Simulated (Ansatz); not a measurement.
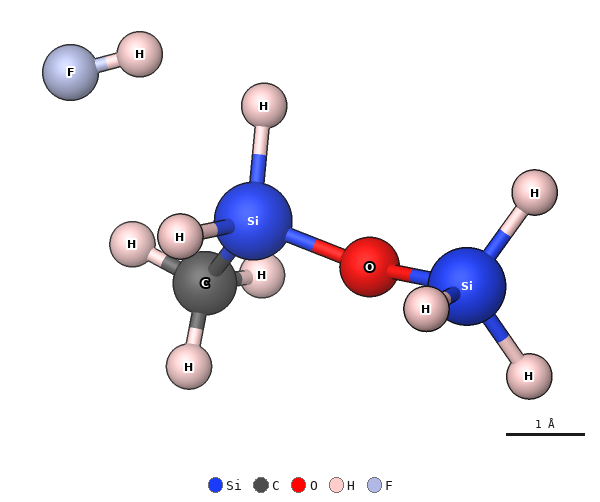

The input geometry (ball-and-stick view, seen at a tilt). Bond lengths as drawn: C–H 1.10 Å, C–Si 1.87 Å, F–H 0.93 Å, H–Si 1.49 to 1.51 Å and O–Si 1.66 Å.

# Nudged elastic band of CH$_{9}$FOSi$_{2}$ (part 1 of 2)

The run: nudged elastic band of CH$_{9}$FOSi$_{2}$. Method and program: RKS B3LYP/def2-SVP (Ansatz 0.2.0).

One setting was made poor on purpose. It belongs to a series of runs on one base structure; here: band between the two ends.

Log
```
Engine: ansatz 0.2.0, aarch64-unknown-linux-gnu
Functional definition: B3LYP
  parameter a0 = 0.2
  parameter ax = 0.72
  parameter ac = 0.81
  exchange = (1 - a0 - ax)*slater_x + ax*b88_x + a0*exact_x
  correlation = (1 - ac)*vwn_rpa_c + ac*lyp_c
1282 factors; integrals over basis functions are off by at most 3.3e-4 eV
mean field evaluation 1: about -21687.3891 eV, gradient 7.0e1 eV
mean field evaluation 2: about -21673.8036 eV, gradient 1.1e2 eV
mean field evaluation 4: about -21696.7286 eV, gradient 4.7e0 eV
mean field evaluation 8: about -21696.7758 eV, gradient 6.0e-2 eV
mean field -21696.77582566 eV, -797.3418049900 hartree, gradient 5.7e-5 eV, S^2 0.000000; 0 other end points of the search recorded, 0 dependent functions left out
the calculation of the forces begins
reference -21696.77612859 eV, -797.3418161224 hartree; 30, 30 occupied and 93, 93 virtual orbitals, 1282 factors
1279 factors; integrals over basis functions are off by at most 1.3e-3 eV
mean field evaluation 16: about -21676.7642 eV, gradient 1.1e2 eV
mean field -21698.33827631 eV, -797.3992239926 hartree, gradient 5.5e-5 eV, S^2 0.000000; 0 other end points of the search recorded, 0 dependent functions left out
[... from here on the field's lines of each further geometry are left out, up to the last ...]
NEB iter   1: max|band force component| = 1.625e1 eV/Å  barrier→ = 7.3103 eV  barrier← = 8.8727 eV  Δτ_max = 0.2000 Å  (221 SCF iters)
NEB iter   2: max|band force component| = 5.683e0 eV/Å  barrier→ = 3.8126 eV  barrier← = 5.3751 eV  Δτ_max = 0.2000 Å  (207 SCF iters)
NEB iter   3: max|band force component| = 1.135e1 eV/Å  barrier→ = 2.4794 eV  barrier← = 4.0419 eV  Δτ_max = 0.1007 Å  (206 SCF iters)
NEB iter   4: max|band force component| = 4.305e0 eV/Å  barrier→ = 2.1107 eV  barrier← = 3.6731 eV  Δτ_max = 0.2000 Å  (180 SCF iters)
NEB iter   5: max|band force component| = 3.941e0 eV/Å  barrier→ = 1.7484 eV  barrier← = 3.3109 eV  Δτ_max = 0.2000 Å  (188 SCF iters)
NEB iter   6: max|band force component| = 2.672e0 eV/Å  barrier→ = 1.3180 eV  barrier← = 2.8805 eV  Δτ_max = 0.2000 Å  (186 SCF iters)
NEB iter   7: max|band force component| = 1.955e0 eV/Å  barrier→ = 0.8355 eV  barrier← = 2.3979 eV  Δτ_max = 0.1923 Å  (189 SCF iters)
NEB iter   8: max|band force component| = 6.891e-1 eV/Å  barrier→ = 0.7570 eV  barrier← = 2.3194 eV  Δτ_max = 0.1581 Å  (177 SCF iters)
NEB iter   9: max|band force component| = 6.818e-1 eV/Å  barrier→ = 0.6912 eV  barrier← = 2.2536 eV  Δτ_max = 0.1983 Å  (181 SCF iters)
NEB iter  10: max|band force component| = 5.449e-1 eV/Å  barrier→ = 0.6459 eV  barrier← = 2.2083 eV  Δτ_max = 0.2000 Å  (184 SCF iters)
NEB iter  11: max|band force component| = 5.867e-1 eV/Å  barrier→ = 0.7977 eV  barrier← = 2.3601 eV  Δτ_max = 0.1015 Å  (189 SCF iters)
NEB iter  12: max|band force component| = 1.119e0 eV/Å  barrier→ = 0.8709 eV  barrier← = 2.4333 eV  CI = image 4  Δτ_max = 0.1041 Å  (185 SCF iters)
NEB iter  13: max|band force component| = 1.105e0 eV/Å  barrier→ = 1.0076 eV  barrier← = 2.5701 eV  CI = image 4  Δτ_max = 0.1978 Å  (186 SCF iters)
NEB iter  14: max|band force component| = 7.716e-1 eV/Å  barrier→ = 1.3465 eV  barrier← = 2.9089 eV  CI = image 4  Δτ_max = 0.1973 Å  (187 SCF iters)
NEB iter  15: max|band force component| = 8.125e-1 eV/Å  barrier→ = 1.5590 eV  barrier← = 3.1214 eV  CI = image 4  Δτ_max = 0.1002 Å  (185 SCF iters)
NEB iter  16: max|band force component| = 2.809e-1 eV/Å  barrier→ = 1.5443 eV  barrier← = 3.1068 eV  CI = image 4  Δτ_max = 0.1004 Å  (176 SCF iters)
NEB iter  17: max|band force component| = 2.372e-1 eV/Å  barrier→ = 1.5394 eV  barrier← = 3.1018 eV  CI = image 4  Δτ_max = 0.1151 Å  (177 SCF iters)
NEB iter  18: max|band force component| = 1.561e-1 eV/Å  barrier→ = 1.5342 eV  barrier← = 3.0966 eV  CI = image 4  Δτ_max = 0.0995 Å  (175 SCF iters)
NEB iter  19: max|band force component| = 1.176e-1 eV/Å  barrier→ = 1.5308 eV  barrier← = 3.0933 eV  CI = image 4  Δτ_max = 0.0665 Å  (172 SCF iters)
NEB iter  20: max|band force component| = 9.600e-2 eV/Å  barrier→ = 1.5285 eV  barrier← = 3.0909 eV  CI = image 4  Δτ_max = 0.0438 Å  (169 SCF iters)
NEB iter  21: max|band force component| = 6.975e-2 eV/Å  barrier→ = 1.5258 eV  barrier← = 3.0883 eV  CI = image 4  Δτ_max = 0.0501 Å  (171 SCF iters)
NEB iter  22: max|band force component| = 6.080e-2 eV/Å  barrier→ = 1.5238 eV  barrier← = 3.0862 eV  CI = image 4  Δτ_max = 0.1997 Å  (167 SCF iters)
NEB iter  23: max|band force component| = 7.712e-1 eV/Å  barrier→ = 1.5225 eV  barrier← = 3.0850 eV  CI = image 4  Δτ_max = 0.1013 Å  (176 SCF iters)
NEB iter  24: max|band force component| = 3.430e-1 eV/Å  barrier→ = 1.5215 eV  barrier← = 3.0839 eV  CI = image 4  Δτ_max = 0.1253 Å  (178 SCF iters)
NEB iter  25: max|band force component| = 9.282e-2 eV/Å  barrier→ = 1.5202 eV  barrier← = 3.0827 eV  CI = image 4  Δτ_max = 0.1986 Å  (176 SCF iters)
NEB iter  26: max|band force component| = 1.079e0 eV/Å  barrier→ = 1.5188 eV  barrier← = 3.0813 eV  CI = image 4  Δτ_max = 0.1029 Å  (182 SCF iters)
NEB iter  27: max|band force component| = 2.852e-1 eV/Å  barrier→ = 1.5174 eV  barrier← = 3.0798 eV  CI = image 4  Δτ_max = 0.2000 Å  (180 SCF iters)
NEB iter  28: max|band force component| = 3.659e-1 eV/Å  barrier→ = 1.5163 eV  barrier← = 3.0787 eV  CI = image 4  Δτ_max = 0.0947 Å  (184 SCF iters)
NEB iter  29: max|band force component| = 1.276e-1 eV/Å  barrier→ = 1.5154 eV  barrier← = 3.0778 eV  CI = image 4  Δτ_max = 0.1979 Å  (179 SCF iters)
NEB iter  30: max|band force component| = 1.312e0 eV/Å  barrier→ = 1.5146 eV  barrier← = 3.0770 eV  CI = image 4  Δτ_max = 0.0996 Å  (183 SCF iters)
NEB iter  31: max|band force component| = 3.587e-1 eV/Å  barrier→ = 1.5138 eV  barrier← = 3.0763 eV  CI = image 4  Δτ_max = 0.1028 Å  (184 SCF iters)
NEB iter  32: max|band force component| = 9.388e-2 eV/Å  barrier→ = 1.5132 eV  barrier← = 3.0757 eV  CI = image 4  Δτ_max = 0.1931 Å  (180 SCF iters)
NEB iter  33: max|band force component| = 1.487e0 eV/Å  barrier→ = 1.5126 eV  barrier← = 3.0751 eV  CI = image 4  Δτ_max = 0.1004 Å  (176 SCF iters)
NEB iter  34: max|band force component| = 5.013e-1 eV/Å  barrier→ = 1.5121 eV  barrier← = 3.0745 eV  CI = image 4  Δτ_max = 0.1300 Å  (174 SCF iters)
NEB iter  35: max|band force component| = 1.599e-1 eV/Å  barrier→ = 1.5115 eV  barrier← = 3.0740 eV  CI = image 4  Δτ_max = 0.2000 Å  (182 SCF iters)
NEB iter  36: max|band force component| = 2.180e0 eV/Å  barrier→ = 1.5110 eV  barrier← = 3.0735 eV  CI = image 4  Δτ_max = 0.1004 Å  (169 SCF iters)
NEB iter  37: max|band force component| = 4.869e-1 eV/Å  barrier→ = 1.5104 eV  barrier← = 3.0728 eV  CI = image 4  Δτ_max = 0.1157 Å  (182 SCF iters)
NEB iter  38: max|band force component| = 1.543e-1 eV/Å  barrier→ = 1.5098 eV  barrier← = 3.0722 eV  CI = image 4  Δτ_max = 0.0648 Å  (178 SCF iters)
NEB iter  39: max|band force component| = 3.186e-1 eV/Å  barrier→ = 1.5091 eV  barrier← = 3.0716 eV  CI = image 4  Δτ_max = 0.0300 Å  (178 SCF iters)
NEB iter  40: max|band force component| = 2.117e-1 eV/Å  barrier→ = 1.5085 eV  barrier← = 3.0710 eV  CI = image 4  Δτ_max = 0.0329 Å  (176 SCF iters)
NEB iter  41: max|band force component| = 3.853e-1 eV/Å  barrier→ = 1.5079 eV  barrier← = 3.0704 eV  CI = image 4  Δτ_max = 0.0164 Å  (176 SCF iters)
the calculation of the forces begins
reference -21698.33654341 eV, -797.3991603094 hartree; 30, 30 occupied and 93, 93 virtual orbitals, 1278 factors
1282 factors; integrals over basis functions are off by at most 1.0e-3 eV
mean field evaluation 1888: about -21695.2666 eV, gradient 4.5e-1 eV
mean field -21695.26847374 eV, -797.2864108288 hartree, gradient 7.3e-5 eV, S^2 0.000000; 1 other end points of the search recorded, 0 dependent functions left out
the calculation of the forces begins
reference -21695.26876836 eV, -797.2864216559 hartree; 30, 30 occupied and 93, 93 virtual orbitals, 1282 factors
NEB iter  42: max|band force component| = 4.761e-2 eV/Å  barrier→ = 1.5074 eV  barrier← = 3.0698 eV  CI = image 4  Δτ_max = 0.0000 Å  (353 SCF iters)
```

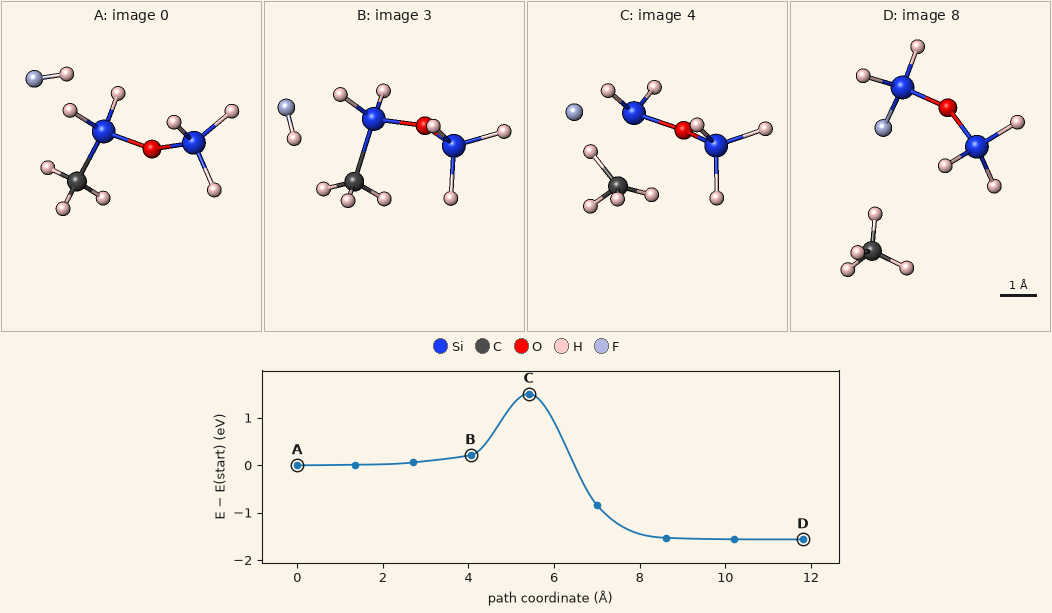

Images of the last band (counted from 0; ball-and-stick, seen at a tilt) above the energy along the path; the line is a cubic interpolation that uses the forces. The highest image is number 4, 1.507 eV above the start and 3.070 eV above the end (the climbing image); the end lies 1.562 eV below the start. The path is 11.82 Å long. The band converged in 42 iterations.

```
Total energy: -21695.26876836 eV, -797.2864216559 hartree
Atom 0 at     0.397115     0.880291     0.725445 Å, force     0.013800     0.003731    -0.005820 eV/Å
Atom 1 at     0.732735    -1.245592     0.880880 Å, force    -0.001813    -0.001148     0.005071 eV/Å
Atom 2 at    -0.839614     0.569934    -0.376303 Å, force    -0.027513    -0.008633     0.025145 eV/Å
Atom 3 at    -1.487569     0.364402    -1.880324 Å, force     0.003305     0.002452    -0.011990 eV/Å
Atom 4 at     1.348020     1.636041    -0.122377 Å, force    -0.000144     0.000850    -0.000972 eV/Å
Atom 5 at    -0.387323     1.465761     1.830600 Å, force     0.000348    -0.000800    -0.000043 eV/Å
Atom 6 at     1.432912    -0.362911     1.555167 Å, force     0.001733     0.000439    -0.002046 eV/Å
Atom 7 at     1.861794     0.695682     1.999272 Å, force     0.001264     0.000928    -0.005424 eV/Å
Atom 8 at    -0.302086    -1.511543     1.131077 Å, force    -0.000427    -0.000355    -0.000136 eV/Å
Atom 9 at     0.945607    -1.457762    -0.174813 Å, force    -0.000152    -0.000137     0.000093 eV/Å
Atom 10 at     1.384609    -1.916382     1.476986 Å, force    -0.000542     0.000028     0.000205 eV/Å
Atom 11 at    -0.697329     1.099464    -2.914261 Å, force     0.002315    -0.001279     0.000973 eV/Å
Atom 12 at    -2.889463     0.868919    -1.891646 Å, force     0.001437     0.002775    -0.001642 eV/Å
Atom 13 at    -1.499511    -1.086203    -2.239605 Å, force     0.006388     0.001151    -0.003414 eV/Å
Dipole moment:    -0.042587    -0.381473    -0.109637 e Å
this run last wrote the band of iteration 42 to [file]
```

The last band as extended XYZ (Å, eV, eV/Å)
```
14
Properties=species:S:1:pos:R:3:forces:R:3 image=0 energy=-21696.77583
Si    0.3401    0.2420    0.2315    0.0042  -0.0038  -0.0087
C     0.9367   -1.2525    1.1773    0.0016  -0.0022   0.0032
O    -0.7318   -0.2081   -0.9540    0.0008   0.0016   0.0035
Si   -1.5945    0.0645   -2.3435   -0.0019  -0.0004   0.0004
H     1.4654    1.0060   -0.3760   -0.0001   0.0019   0.0009
H    -0.3862    1.1670    1.1746    0.0012  -0.0020   0.0002
H     0.7452    1.6598    2.4732   -0.0007   0.0002   0.0022
F     1.6183    1.5554    2.7800   -0.0026   0.0002  -0.0016
H     0.0884   -1.8393    1.5645    0.0016   0.0012   0.0004
H     1.5527   -1.9110    0.5447   -0.0028   0.0031  -0.0005
H     1.5444   -0.9076    2.0287   -0.0021  -0.0007   0.0002
H    -0.7748    0.8334   -3.3258    0.0017   0.0009  -0.0016
H    -2.8329    0.8378   -2.0375    0.0001   0.0020   0.0016
H    -1.9712   -1.2473   -2.9375   -0.0011  -0.0021   0.0000
```
